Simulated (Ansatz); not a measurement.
**BSiH2Cl (SMILES B[Si]Cl): levels of theory compared**

We compute a comparison of 6 runs (UHF/STO-3G, U-wB97X/STO-3G, UPBE0/STO-3G, UCCSDT/STO-3G, UCCSD/STO-3G, UCCSD(T)/STO-3G) of BSiH2Cl. 

The calculation is run with Ansatz 0.2.0.

72 further runs of the same task are left out: 4 that didn't finish, 68 set aside as unsound or not needed.

## Step 1: The system as given

BSiH2Cl: 5 atoms, total charge 0, spin state triplet. SMILES: `B[Si]Cl`. The Si2–B1 distance was set to 3.771 Å, away from the relaxed value. At this shape a bond of the SMILES string is far longer than usual.

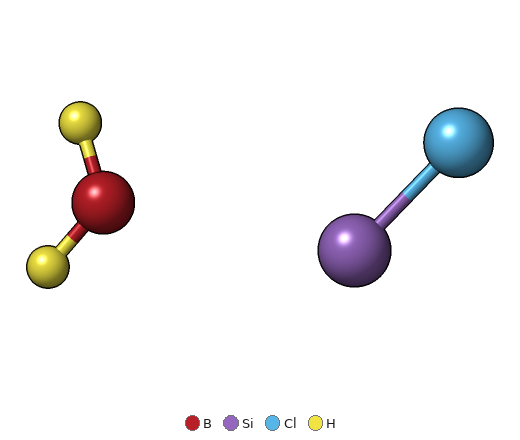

The structure, seen from a chosen angle (boron red, silicon purple, chlorine blue, hydrogen yellow).

## Step 2: A single-point energy at UHF/STO-3G (run 1)

Contents of run.yaml:

```yaml
crystal:
  periodic: [false, false, false]
  atoms:
    - {symbol: B, position_ang: [-1.682781, 1.817851, -0.962571]}
    - {symbol: Si, position_ang: [0.334580, -1.081930, 0.357550]}
    - {symbol: Cl, position_ang: [2.311390, -0.930270, 0.961480]}
    - {symbol: H, position_ang: [-1.193161, 2.881101, -1.047491]}
    - {symbol: H, position_ang: [-2.796071, 1.662921, -1.289151]}
basis:
  gaussian:
    orbitals: STO-3G
magnetization:
  spin_polarized: true
  initial_magnetization: 2
hamiltonian:
  xc: hf
accuracy: high
```

Started as:

```bash
ansatz run run.yaml --threads 1 --pin off --max-ram 2610MiB --events-out events.jsonl --progress --plain --runs-dir runs
```

Log:

```text
Warning: RAYON_NUM_THREADS=1 ignored (pool sized by the plan → 1); use --threads N
Functional definition: HF
  name "HF"
  exchange = exact_x
  correlation = 0
413 factors; integrals over basis functions are off by at most 3.3e-8 eV
mean field evaluation 1: about -20830.6988 eV, gradient 1.0e1 eV
mean field evaluation 2: about -20830.7314 eV, gradient 1.0e1 eV
mean field evaluation 4: about -20832.3100 eV, gradient 1.1e0 eV
mean field evaluation 8: about -20832.3329 eV, gradient 1.5e-2 eV
mean field evaluation 16: about -20832.2492 eV, gradient 1.4e0 eV
mean field evaluation 32: about -20832.3099 eV, gradient 1.6e-1 eV
mean field -20832.33285441 eV, -765.5741117372 hartree, gradient 2.8e-8 eV, S^2 2.004353; 1 other end points of the search recorded, 0 dependent functions left out
reference -20832.33285441 eV, -765.5741117372 hartree; 20, 18 occupied and 5, 7 virtual orbitals, 413 factors
Total energy: -20832.33285441 eV, -765.5741117372 hartree
```

Run time: 0.34 s. Hardware: 1 thread of Arm Neoverse V1, shared host.

## Step 3: A single-point energy at U-wB97X/STO-3G (run 2)

Contents of in.yaml:

```yaml
crystal:
  periodic: [false, false, false]
  atoms:
    - {symbol: B, position_ang: [-1.682781, 1.817851, -0.962571]}
    - {symbol: Si, position_ang: [0.334580, -1.081930, 0.357550]}
    - {symbol: Cl, position_ang: [2.311390, -0.930270, 0.961480]}
    - {symbol: H, position_ang: [-1.193161, 2.881101, -1.047491]}
    - {symbol: H, position_ang: [-2.796071, 1.662921, -1.289151]}
basis:
  gaussian:
    orbitals: STO-3G
magnetization:
  spin_polarized: true
  initial_magnetization: 2
hamiltonian:
  xc: {name: wB97X}
accuracy: high
```

Started as:

```bash
ansatz run in.yaml --threads 1 --pin off --max-ram 2610MiB --events-out events.jsonl --progress --plain --runs-dir runs
```

Log:

```text
Warning: RAYON_NUM_THREADS=1 ignored (pool sized by the plan → 1); use --threads N
Functional definition: wB97X
  name "wB97X"
  parameter omega = 0.3/bohr
  parameter cx = 0.157706
  parameter cx1 = 0.726479
  parameter cx2 = 1.04760
  parameter cx3 = -5.70635
  parameter cx4 = 13.2794
  parameter css1 = -4.33879
  parameter css2 = 18.2308
  parameter css3 = -31.7430
  parameter css4 = 17.2901
  parameter cos1 = 2.37031
  parameter cos2 = -11.3995
  parameter cos3 = 6.58405
  parameter cos4 = -3.78132
  exchange = spin_sum(e_x_unif_sr(omega)*poly(b97_u_x, 1 - cx, cx1, cx2, cx3, cx4)) + cx*exact_x_sr(omega)
      + exact_x_lr(omega)
  correlation = spin_sum(e_c_pw_same_spin*poly(b97_u_same, 1, css1, css2, css3, css4))
      + integral(e_c_pw_opposite_spin*poly(b97_u_opposite, 1, cos1, cos2, cos3, cos4))
413 factors; integrals over basis functions are off by at most 3.3e-8 eV
177 factors; integrals over basis functions are off by at most 1.4e-9 eV
mean field evaluation 1: about -20864.0904 eV, gradient 1.2e1 eV
mean field evaluation 2: about -20866.3775 eV, gradient 6.0e0 eV
mean field evaluation 4: about -20866.9970 eV, gradient 4.8e-1 eV
mean field evaluation 8: about -20866.9804 eV, gradient 6.5e-3 eV
mean field evaluation 16: about -20866.9804 eV, gradient 3.0e-4 eV
mean field evaluation 32: about -20866.9804 eV, gradient 7.4e-8 eV
mean field -20866.98039222 eV, -766.8473852667 hartree, gradient 7.4e-8 eV, S^2 2.002132; 2 other end points of the search recorded, 0 dependent functions left out
reference -20866.98039042 eV, -766.8473852005 hartree; 20, 18 occupied and 5, 7 virtual orbitals, 413 factors
Total energy: -20866.98039042 eV, -766.8473852005 hartree
```

Run time: 27 s. Hardware: 1 thread of Arm Neoverse V1, shared host; peak memory 0.45 GiB.

Run 3 isn't shown in full; the table further down has it.

## Step 4: A single-point energy at UCCSDT/STO-3G (run 4)

Contents of input.yaml:

```yaml
basis:
  gaussian: {orbitals: STO-3G}
crystal:
  periodic: [false, false, false]
  atoms:
    - {symbol: B, position_ang: [-1.682781, 1.817851, -0.962571]}
    - {symbol: Si, position_ang: [0.334580, -1.081930, 0.357550]}
    - {symbol: Cl, position_ang: [2.311390, -0.930270, 0.961480]}
    - {symbol: H, position_ang: [-1.193161, 2.881101, -1.047491]}
    - {symbol: H, position_ang: [-2.796071, 1.662921, -1.289151]}
magnetization: {spin_polarized: true, initial_magnetization: 2}
accuracy: high
total_charge: 0
scf: {omitted_lower_state_checks: [cluster_reference, increment]}
correlation: {method: ccsdt, frozen_orbitals: {B: 1, Cl: 5, H: 0, Si: 5}}
```

Started as:

```bash
ansatz run input.yaml --threads 1 --pin off --max-ram 2610MiB --events-out events.jsonl --progress --plain --runs-dir runs
```

Log:

```text
Warning: RAYON_NUM_THREADS=1 ignored (pool sized by the plan → 1); use --threads N
[... 13 lines left out ...]
11 core orbitals not correlated: weight in the atoms' cores, before any rotation towards them, 1.000 or more for the frozen orbitals, at most 0.000 for the correlated occupied ones
[... 77 lines left out ...]
Total energy: -20834.20375554 eV, -765.6428660855 hartree
Checks for a lower state left out: cluster_reference, increment
```

It took 2.8 s on 1 thread of Arm Neoverse V1, shared host.

Run 5 isn't shown in full; the table further down has it.

## Step 5: A single-point energy at UCCSD(T)/STO-3G (run 6)

Changes to in.yaml since step 3:

```diff
@@ -1 +1,4 @@
+basis:
+  gaussian:
+    orbitals: STO-3G
 crystal:
@@ -8,5 +11,2 @@
     - {symbol: H, position_ang: [-2.796071, 1.662921, -1.289151]}
-basis:
-  gaussian:
-    orbitals: STO-3G
 magnetization:
@@ -14,4 +14,7 @@
   initial_magnetization: 2
-hamiltonian:
-  xc: {name: wB97X}
+correlation:
+  method: ccsd_t
+  frozen_orbitals: {B: 1, Cl: 5, H: 0, Si: 5}
 accuracy: high
+scf:
+  omitted_lower_state_checks: [cluster_reference, increment]
```

Started as:

```bash
ansatz run in.yaml --threads 1 --pin off --max-ram 2610MiB --events-out events.jsonl --progress --plain --runs-dir runs
```

Log:

```text
Warning: RAYON_NUM_THREADS=1 ignored (pool sized by the plan → 1); use --threads N
[... 13 lines left out ...]
11 core orbitals not correlated: weight in the atoms' cores, before any rotation towards them, 1.000 or more for the frozen orbitals, at most 0.000 for the correlated occupied ones
[... 42 lines left out ...]
Total energy: -20834.19500405 eV, -765.6425444743 hartree
Checks for a lower state left out: cluster_reference, increment
```

It took 0.6 s on 1 thread of Arm Neoverse V1, shared host.

## Step 6: Overview of the runs

| run | level | frozen core orbitals | energy (Eh) | ⟨S²⟩ | wall time |
| --- | --- | --- | --- | --- | --- |
| 1 | UHF/STO-3G | – | -765.574112 | 2.004 | 0.34 s |
| 2 | U-wB97X/STO-3G | – | -766.847385 | 2.002 | 27 s |
| 3 | UPBE0/STO-3G | – | -766.567095 | 2.002 | 3.9 s |
| 4 | UCCSDT/STO-3G | 11 | -765.642866 | 2.004 | 2.8 s |
| 5 | UCCSD/STO-3G | 11 | -765.641323 | 2.004 | 0.6 s |
| 6 | UCCSD(T)/STO-3G | 11 | -765.642544 | 2.004 | 0.6 s |

## Step 7: Results

| quantity | value |
| --- | --- |
| run 6: total energy | -765.64254 Eh |
| run 6: correlation energy (11 core orbitals frozen) | -68.4 mEh |
| run 6: (T) correction | -1.22 mEh |
| run 6: ⟨S²⟩ of the reference determinant | 2.004 |
| run 6: T1 diagnostic | 0.009 |

**Reading.** Below the UHF energy at the same shape and in the same basis (STO-3G): UCCSDT -68.8 mEh; UCCSD -67.2 mEh; UCCSD(T) -68.4 mEh. Totals of different functionals can't be ranked against each other. In runs 1, 2, 3, 4, 5, 6 the basis is minimal, so the values are rough. All runs together took 35 s, the longest 27 s.
